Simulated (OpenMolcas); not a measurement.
## Run report: CF3 (charge +1), single-point calculation (part 2 of 2)

The same run, continued: CF3, charge +1; CASSCF/ANO-R1, sfX2C (OpenMolcas 26.06). The geometry comes from this level: PBE0-D4/def2-TZVP.

Geometry of the input (Å):
```
F  0.6986  -0.1146  1.0054
C  0.0000  0.0000  -0.0000
F  -0.6095  -0.9734  -0.4394
F  -0.0890  1.0880  -0.5660
```

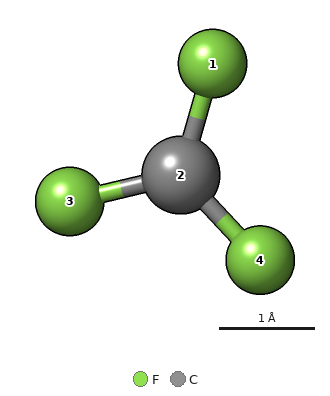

The input geometry (ball-and-stick view, seen at a tilt; atoms are numbered from 1 in the order of the input).

**Output, continued**
```
      Natural Bond Order analysis for root number:  1

++    Natural Bond Order analysis
      ---------------------------
      Based on LoProp computed density
      -------------------------------------------------------------------------------------
      Atom A       Atom B       Bond Order
      -------------------------------------------------------------------------------------
      NBO located      0.998 non-bonded electrons on atom F1
      NBO located      0.958 non-bonded electrons on atom F1
      NBO located      0.996 non-bonded electrons on atom C2
      NBO located      0.998 non-bonded electrons on atom F3
      NBO located      0.937 non-bonded electrons on atom F3
      NBO located      0.998 non-bonded electrons on atom F4
      The remaining   10.897 electrons are to be considered as diffuse
--

--

      Average orbitals are written to the RASORB file
      Natural orbitals for root   1 are written to the RASORB.1 file
      Spin density orbitals for root   1 are written to the SPDORB.1 file

--- Stop Module: rasscf /rc=_RC_ALL_IS_WELL_ ---

>>> COPY step2.RunFile RUNFIL1

>>> COPY step2.RasOrb INPORB

--- Start Module: gateway ---

                                              &GATEWAY

                       available to each process: 1.9 GB of memory, 1 thread

++    Symmetry information:
      ---------------------

                    Character Table for C1

                             E
                    a        1  x, y, xy, Rz, z, xz, Ry, yz, Rx, I
--

++    Basis set information:
      ----------------------

      Basis set label: F.ANO-R...3S2P1D.

      Electronic valence basis set:
      ------------------
      Associated Effective Charge   9.000000 au
      Associated Actual Charge      9.000000 au
      Nuclear Model: Finite nucleus - Gaussian distribution
        Gaussian exponent, Xi/bohr**(-2):  5.35469E+08

      Shell  nPrim  nBasis  Cartesian Spherical Contaminant
         s      13       3        X
         p       8       2        X
         d       4       1                 X

      Basis set label: C.ANO-R...3S2P1D.

      Electronic valence basis set:
      ------------------
      Associated Effective Charge   6.000000 au
      Associated Actual Charge      6.000000 au
      Nuclear Model: Finite nucleus - Gaussian distribution
        Gaussian exponent, Xi/bohr**(-2):  6.80775E+08

      Shell  nPrim  nBasis  Cartesian Spherical Contaminant
         s      12       3        X
         p       7       2        X
         d       3       1                 X

      Basis set label: F.ANO-R...3S2P1D.

      Electronic valence basis set:
      ------------------
      Associated Effective Charge   9.000000 au
      Associated Actual Charge      9.000000 au
      Nuclear Model: Finite nucleus - Gaussian distribution
        Gaussian exponent, Xi/bohr**(-2):  5.35469E+08

      Shell  nPrim  nBasis  Cartesian Spherical Contaminant
         s      13       3        X
         p       8       2        X
         d       4       1                 X
--

++    Molecular structure info:
      -------------------------

                    ************************************************
                    **** Cartesian Coordinates / bohr, angstrom ****
                    ************************************************

     Center  Label                x              y              z                     x              y              z
        1      F1               1.320163      -0.216563       1.899931              0.698600      -0.114600       1.005400
        2      C2               0.000000       0.000000       0.000000              0.000000       0.000000       0.000000
        3      F3              -1.151788      -1.839459      -0.830346             -0.609500      -0.973400      -0.439400
        4      F4              -0.168186       2.056022      -1.069585             -0.089000       1.088000      -0.566000

                    ***************************************
                    *    InterNuclear Distances / bohr    *
                    ***************************************

               1 F1            2 C2            3 F3            4 F4
    1 F1       0.000000
    2 C2       2.323675        0.000000
    3 F3       4.024766        2.323726        0.000000
    4 F4       4.024655        2.323688        4.024858        0.000000

                    *******************************************
                    *    InterNuclear Distances / angstrom    *
                    *******************************************

               1 F1            2 C2            3 F3            4 F4
    1 F1       0.000000
    2 C2       1.229636        0.000000
    3 F3       2.129815        1.229663        0.000000
    4 F4       2.129755        1.229643        2.129863        0.000000

                    **************************************
                    *    Valence Bond Angles / degree    *
                    **************************************
                          Atom centers                 Phi
                      1 F1       2 C2       3 F3       120.00
                      1 F1       2 C2       4 F4       120.00
                      3 F3       2 C2       4 F4       120.00
--

            Nuclear Potential Energy            130.09279199 au

--- Stop Module: gateway /rc=_RC_ALL_IS_WELL_ ---

--- Start Module: seward ---

                                              &SEWARD

                       available to each process: 1.9 GB of memory, 1 thread

               SEWARD will generate:
                  Multipole Moment integrals up to order  2
                  Kinetic Energy integrals
                  Nuclear Attraction integrals (finite nuclei - Gaussian type)
                  One-Electron Hamiltonian integrals
                  Velocity integrals
                  Relativistic X2C integrals
                  Orbital angular momentum around (  0.0001   0.0000   0.0000 )
                  Velocity quadrupole around (  0.0001   0.0000   0.0000 )
                  Atomic mean-field integrals
                  Two-Electron Repulsion integrals

                   Integrals are discarded if absolute value <: 1.00E-14
                   Integral cutoff threshold is set to       <: 1.00E-16

            Nuclear Potential Energy            130.09279199 au

      Basis set specifications :
      Symmetry species         a
      Basis functions           56

--- Stop Module: seward /rc=_RC_ALL_IS_WELL_ ---
--- Module seward spent 2 seconds ---

>>> COPY step2.RunFile RUNFIL2

--- Start Module: expbas ---

                                              &EXPBAS

                       available to each process: 1.9 GB of memory, 1 thread

 Header on input orbitals file:
* RASSCF average (pseudo-natural) orbitals

 Information from input runfile
           Number of symmetries    1
      Number of basis functions   20

 Information from expanded basis set runfile
           Number of symmetries    1
      Number of basis functions   56
 New orbitals have been built in file EXPORB
--- Stop Module: expbas /rc=_RC_ALL_IS_WELL_ ---

--- Start Module: rasscf ---

                                              &RASSCF

                       available to each process: 1.9 GB of memory, 1 thread

      Header of the ONEINT file:
      --------------------------

      OrdInt status: non-squared

      Cartesian coordinates in angstrom:
      -----------------------------------------------------
      No.  Label        X            Y            Z
      -----------------------------------------------------
       1   F1         0.69860000  -0.11460000   1.00540000
       2   C2         0.00000000   0.00000000   0.00000000
       3   F3        -0.60950000  -0.97340000  -0.43940000
       4   F4        -0.08900000   1.08800000  -0.56600000
      -----------------------------------------------------
      Nuclear repulsion energy =  130.09279199

++    Wave function specifications:
      -----------------------------

      Number of closed shell electrons          30
      Number of electrons in active shells       2
      Max number of holes in RAS1 space          0
      Max nr of electrons in RAS3 space          0
      Number of inactive orbitals               15
      Number of active orbitals                  2
      Number of secondary orbitals              39
      Spin quantum number                      0.0
      State symmetry                             1
--

++    Orbital specifications:
      -----------------------

      Symmetry species                           1
                                                 a
      Frozen orbitals                            0
      Inactive orbitals                         15
      Active orbitals                            2
      RAS1 orbitals                              0
      RAS2 orbitals                              2
      RAS3 orbitals                              0
      Secondary orbitals                        39
      Deleted orbitals                           0
      Number of basis functions                 56
--

++    CI expansion specifications:
      ----------------------------

      Number of CSFs                             3
      Number of spin combinations                3
      Number of determinants                     4
      Number of root(s) required                 1
      Root chosen for geometry opt.              1
      CI root used                               1

      highest root included in the CI            1
      max. size of the explicit Hamiltonian      3
--

++    Optimization specifications:
      ----------------------------

      RASSCF algorithm: Conventional
      Maximum number of macro iterations       200
      Maximum number of SX iterations          100
      Threshold for RASSCF energy            1.000E-08
      Threshold for max MO rotation          1.000E-01
      Threshold for max BLB element          1.000E-04
      Level shift parameter                  5.000E-01
      Make Quasi-Newton update
--

      The MO-coefficients are taken from the file:
      step2.ExpOrb
      Title:Basis set expanded orbital file EXPORB

      Total molecular charge    1.00

      ************************************************************************************************************************
      *                                            Wave function control section                                             *
      ************************************************************************************************************************

                                         RASSCF iterations: Energy and convergence statistics
                                         ----------------------------------------------------

          iter iter root      energy       change     param      element    value   shift minimum  type update hh:mm:ss
 Nr of preliminary CI iterations:   1
        1   1   12    1  -335.74426039    0.00E+00  -1.12E-01*  16  28 1 -3.48E-01*  0.00   0.00    SX    NO    0:00:00
        2   1   62    1  -336.18036916   -4.36E-01*  8.78E-02   10  18 1  1.85E-01*  0.00   0.00    SX    NO    0:00:00
        3   1   12    1  -336.22579068   -4.54E-02*  3.40E-02    8  30 1 -5.15E-02*  0.00   0.00    SX    NO    0:00:00
        4   1   12    1  -336.23258800   -6.80E-03* -2.07E-02   10  18 1  4.24E-02*  0.00   0.00    SX    NO    0:00:00
        5   1   12    1  -336.23379098   -1.20E-03* -5.32E-03   10  18 1 -1.98E-02*  0.00   0.61    QN   YES    0:00:00
        6   1   11    1  -336.23453071   -7.40E-04*  4.71E-03   14  18 1  1.58E-03*  0.00   1.06    QN   YES    0:00:00
        7   1   10    1  -336.23454780   -1.71E-05*  4.94E-03   12  23 1 -2.22E-03*  0.00   1.00    QN   YES    0:00:00
        8   1   10    1  -336.23455852   -1.07E-05*  1.23E-03    8  30 1  6.23E-04*  0.00   0.87    QN   YES    0:00:00
        9   1    9    1  -336.23456100   -2.49E-06*  2.84E-03   10  18 1 -5.65E-04*  0.00   1.48    QN   YES    0:00:00
       10   1    8    1  -336.23456223   -1.23E-06*  5.20E-04    8  30 1 -2.06E-04*  0.00   0.90    QN   YES    0:00:00
       11   1    8    1  -336.23456244   -2.04E-07*  1.27E-03    8  30 1 -8.78E-05   0.00   1.92    QN   YES    0:00:00
       12   1    7    1  -336.23456252   -8.41E-08* -6.78E-05   10  18 1  4.88E-05   0.00   0.86    QN   YES    0:00:00
       13   1    6    1  -336.23456253   -6.81E-09   1.15E-04    7  17 1 -1.16E-05   0.00   1.26    QN   YES    0:00:00
      Convergence after 13 iterations
       14   1    6    1  -336.23456253   -1.23E-09   1.15E-04   14  18 1  8.84E-06   0.00   1.26    QN   YES    0:00:00

      ************************************************************************************************************************
                                                      Wave function printout:
                       occupation of active orbitals, and spin coupling of open shells (u,d: Spin up or down)
      ************************************************************************************************************************

      Note: transformation to natural orbitals
      has been made, which may change the order of the CSFs.

      printout of CI-coefficients larger than  0.05 for root  1
      energy=    -336.234563
      conf/sym  11     Coeff  Weight
             1  20   0.99612 0.99225
             3  02  -0.08802 0.00775

      Natural orbitals and occupation numbers for root  1
      sym 1:   1.984505   0.015495

      ************************************************************************************************************************
      *                                                    Final results                                                     *
      ************************************************************************************************************************

++    Final optimization conditions:
      ------------------------------

      Average CI energy                            -336.23456253
      RASSCF energy for state  1                   -336.23456253
      Super-CI energy                                -0.00000000
      RASSCF energy change                           -0.00000000
      Max change in MO coefficients              -1.531E-04
      Max non-diagonal density matrix element     1.152E-04
      Maximum BLB matrix element                  8.840E-06
      (orbital pair  14,  18 in symmetry   1)
      Norm of electronic gradient            2.321E-05
--

      Final state energy(ies):
      ------------------------

::    RASSCF root number  1 Total energy:   -336.23456253
      Von Neumann Entropy (Root   1) =  0.06546

      Mulliken population analysis for root number:  1
      -----------------------------------------------

++    Molecular charges:
      ------------------

      Mulliken charges per centre
      ---------------------------

                F1      C2      F3      F4
      Total    9.0091  4.9446  9.0232  9.0231

      N-E     -0.0091  1.0554 -0.0232 -0.0231

      Total electronic charge=   32.000000

      Total            charge=    1.000000
--

      Expectation values of various properties for root number:  1
      -----------------------------------------------------------

++    Molecular properties:
      ---------------------

      Charge (e):
                      =    1.0000
      Dipole Moment (debye):
      Origin of the operator (angstrom)=    0.0000    0.0000    0.0000
                   X=  3.6281E-02               Y= -5.9421E-03               Z=  5.2447E-02           Total=  6.4049E-02
      Center of Charge (angstrom)
                     X=    0.00758098               Y=   -0.00123711               Z=    0.01091911
      Quadrupole Moment (debye*angstrom):
      Origin of the operator (angstrom)=    0.0000    0.0000    0.0000
                  XX= -1.6223E+01              XY= -7.3692E-02              XZ= -1.1609E-01              YY= -1.6465E+01
                  YZ=  4.1238E-02              ZZ= -1.6292E+01
      In traceless form (debye*angstrom)
                  XX=  1.5607E-01              XY= -1.1054E-01              XZ= -1.7413E-01              YY= -2.0768E-01
                  YZ=  6.1857E-02              ZZ=  5.1608E-02
--

      LoProp population analysis for root number:  1
      -----------------------------------------------

++    LoProp analysis:
      ----------------

++    Static properties:
      ------------------

      LoProp Charges per center

                   F1       C2       F3       F4
      Nuclear      9.0000   6.0000   9.0000   9.0000
      Electronic  -9.0052  -4.9619  -9.0164  -9.0164

      Total       -0.0052   1.0381  -0.0164  -0.0164
--

      Natural Bond Order analysis for root number:  1

++    Natural Bond Order analysis
      ---------------------------
      Based on LoProp computed density
      -------------------------------------------------------------------------------------
      Atom A       Atom B       Bond Order
      -------------------------------------------------------------------------------------
      NBO located      1.000 non-bonded electrons on atom F1
      NBO located      0.985 non-bonded electrons on atom F1
      NBO located      0.994 non-bonded electrons on atom C2
      NBO located      1.000 non-bonded electrons on atom F3
      NBO located      0.982 non-bonded electrons on atom F3
      NBO located      1.000 non-bonded electrons on atom F4
      NBO located      0.950 non-bonded electrons on atom F4
      The remaining   10.531 electrons are to be considered as diffuse
--

--

      Average orbitals are written to the RASORB file
      Natural orbitals for root   1 are written to the RASORB.1 file
      Spin density orbitals for root   1 are written to the SPDORB.1 file

--- Stop Module: rasscf /rc=_RC_ALL_IS_WELL_ ---
--- Module rasscf spent 1 second ---

.##################.
.# Happy landing! #.
.##################.

    Timing: Wall=6.61 User=5.56 System=1.03
```
